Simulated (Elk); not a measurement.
Band structure of PdRh (R-3m, 2 atoms in the cell).

```
PdRh
1.0
    1.35660     0.78323     4.42152
   -1.35660     0.78323     4.42152
    0.00000    -1.56646     4.42152
Pd Rh
1 1
Cartesian
  0.00000   0.00000   0.00000
  0.00000   0.00000   6.63229
```

Method: PBEsol, all-electron FP-LAPW, Elk's shipped species files, APW+lo basis with extra local orbitals run with Elk 10.2.4.

Settings: xctype = 22; rgkmax = 7.5; stype = 0; swidth = 0.00183747 Ha; ngridk = 14 14 14; gmaxvr = 14 1/bohr; nxlo = 2; lorbcnd = true; rmtscf = 0.92; lmaxi = 3.

The starting cell comes from a database of computed structures (which also holds hypothetical and non-ambient phases and stackings), without a prior relaxation at this level. Its lattice was rescaled by a random factor within 2.5 % of one. Spin polarisation is off. Values depend on the basis (sphere radii, cutoffs, local orbitals), which need not be converged.

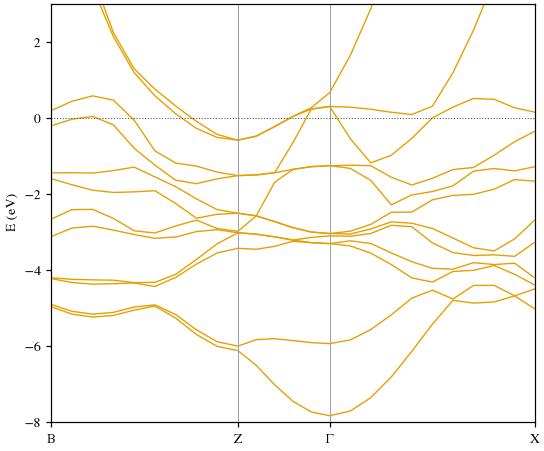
Fig. 1. Bands along the path, energies from the Fermi level.

Levels in eV from the Fermi level, bands 15 to 22:
```json
[
 {"point": "B", "15": "-1.60", "16": "-1.45", "17": "-0.21", "18": "0.20", "19": "6.35", "20": "6.62", "21": "7.85", "22": "8.00"},
 {"point": "Z", "15": "-2.51", "16": "-2.51", "17": "-1.52", "18": "-1.52", "19": "-0.58", "20": "-0.58", "21": "14.49", "22": "15.04"},
 {"point": "Γ", "15": "-3.04", "16": "-1.25", "17": "-1.25", "18": "0.30", "19": "0.30", "20": "0.67", "21": "7.94", "22": "15.63"},
 {"point": "X", "15": "-1.67", "16": "-1.28", "17": "-0.34", "18": "0.15", "19": "6.22", "20": "6.68", "21": "7.92", "22": "8.86"}
]
```

Bands cross the Fermi level along this path, so the cell is metallic at this level.
